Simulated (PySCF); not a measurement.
C2H4NO2S (SMILES CS(=O)(=O)C=[N]) (doublet)

The calculation's input:

```
{"job": {"kind": "epr", "basis": "pcH-1"}, "charge": 0, "multiplicity": 2}
C     -1.305830    -0.383865     0.153385
S      0.087476     0.771751    -0.063527
O     -0.031358     1.435823    -1.333193
O      0.224258     1.586162     1.112697
C      1.695596    -0.402903    -0.146973
N      1.498121    -1.553247     0.025775
H     -1.056836    -1.023003     0.989467
H     -2.185713     0.214794     0.351652
H     -1.401026    -0.945138    -0.765562
H      2.484195     0.304280    -0.346249
```

Command:

```sh
OMP_NUM_THREADS=1 python probes_run.py task.json out
```

Geometry: GFN2-xTB.

Method: PySCF, UKS B3LYP, pcH-1 on C H N O S, non-relativistic, mean-field spin-orbit, GIAO.

> Predict the electron density, electron localisation function and spin density between the atoms.

C–N (1.18 Å): ρ is about 3.4 e/Å³ halfway; the ELF peaks at about 0.90 between the atoms; a multiple bond.
C–S (1.82 Å): ρ is about 1.3 e/Å³ halfway; the ELF peaks at about 0.95 between the atoms (localised, covalent bonding).
C–H (1.08 Å): ρ is about 2.1 e/Å³ halfway; the ELF climbs to about 1 towards the hydrogen, as it does in any bond to H: a covalent bond by its length.
C–S (1.99 Å): ρ at the midpoint is about 0.92 e/Å³; the ELF peaks at about 0.90 between the atoms (localised, covalent bonding).
The unpaired spin (1 electron) lies mostly on N6 (about 0.6), S2 (about 0.1), O3 (about 0.1) and O4 (about 0.1), in electrons by Hirshfeld's partition.

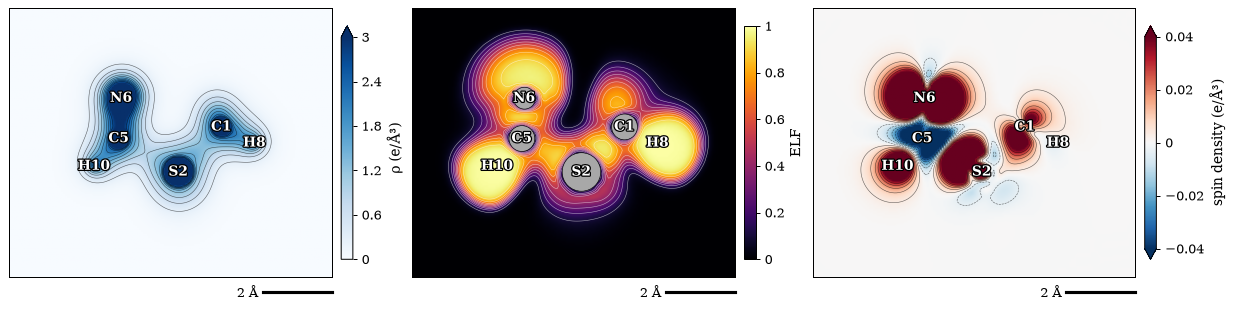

Computed electron density, electron localisation function and spin density on the plane of atoms N6, C5 and H10, in this order. Grey discs cover the atomic cores in the ELF map. 
